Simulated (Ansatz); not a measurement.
System: C2H5Zn (charge −1).

```xyz
8

C    -1.9518   -2.6237   -2.8576
C    -2.0084   -1.5004    0.8046
Zn   -1.9814   -2.0730   -1.0967
H    -2.5923   -3.4229   -3.2619
H    -1.2917   -2.1912   -3.6254
H    -2.5634   -0.5627    0.9781
H    -0.9917   -1.3549    1.2108
H    -2.4822   -2.2699    1.4410
```

Geometry: PBE0-D3(BJ)/def2-SVPD; the highest occupied orbital lies above zero, a sign that basis and functional describe the outermost electron poorly.

Theory: Ansatz 0.2.0, isolated molecule in a Gaussian basis; Kohn-Sham density functional theory, functional PBE0.

**What can the converged electron density and electron localisation function tell about the bonding?**

C–Zn (1.85 Å): ρ is about 0.91 e/Å³ halfway; the ELF peaks at about 0.85 in the valence shell of C, 0.7 Å from its nucleus, and is about 0.35 at the midpoint.
C–H (1.10 Å): the density is about 1.8 e/Å³ at the midpoint; the ELF climbs to about 1 towards the hydrogen, as it does in any bond to H: an ordinary covalent bond to hydrogen.
C–Zn (1.99 Å): ρ at the midpoint is about 0.71 e/Å³; the ELF peaks at about 0.90 in the valence shell of C, 0.6 Å from its nucleus, and is about 0.40 at the midpoint.

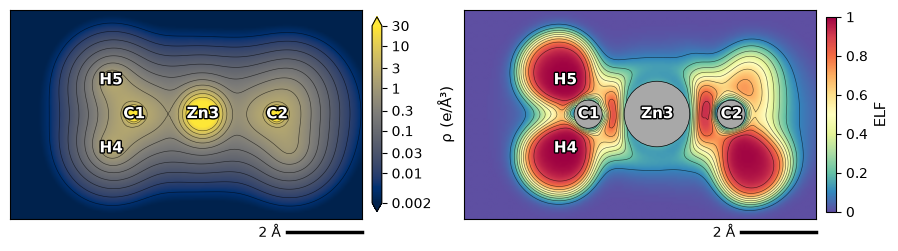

Computed electron density and electron localisation function on the plane of atoms Zn3, C1 and H5, in this order. Grey discs cover the atomic cores in the ELF map. 
